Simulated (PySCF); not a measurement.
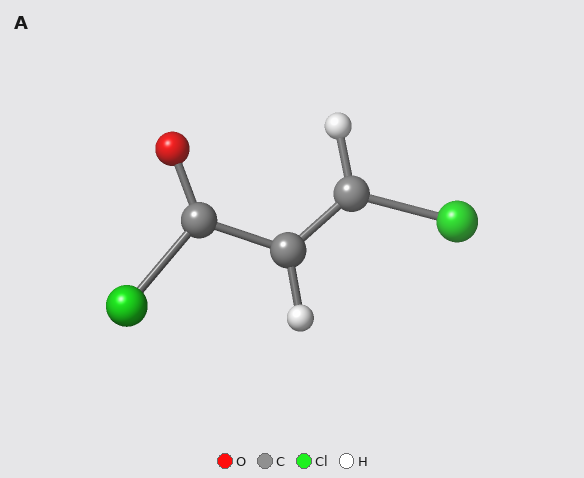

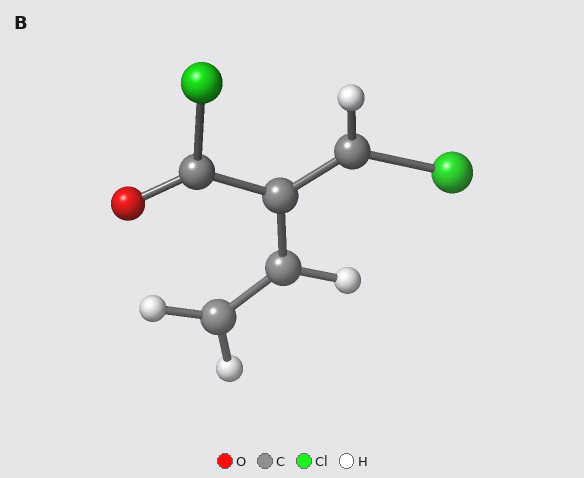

Two related species, optimised with GFN2-xTB; properties computed with PySCF 2.14.0. Both: charge 0, singlet.

Question. What are A and B?

Answer. A is C3H2Cl2O (O=C(Cl)/C=C/Cl), B is C5H4Cl2O (C=C/C(=C\Cl)C(=O)Cl).

Compare them. With CAM-B3LYP/def2-SVPD: dipole moment (D), HOMO–LUMO gap (eV), HOMO energy (Kohn–Sham orbital) (eV), lowest vertical singlet excitation (eV), mean static polarisability (bohr³). With GFN2-xTB: mean O–C length (Å).

```
                               quantity      A      B
                      dipole moment (D)   2.33   2.27
                     HOMO–LUMO gap (eV)   8.20   7.12
   HOMO energy (Kohn–Sham orbital) (eV)  −9.78  −8.71
lowest vertical singlet excitation (eV)   4.47   4.47
     mean static polarisability (bohr³)   71.8   96.1
                    mean O–C length (Å)  1.190  1.187
```

Each is one conformer, and no frequency run is at hand to confirm it as a minimum.
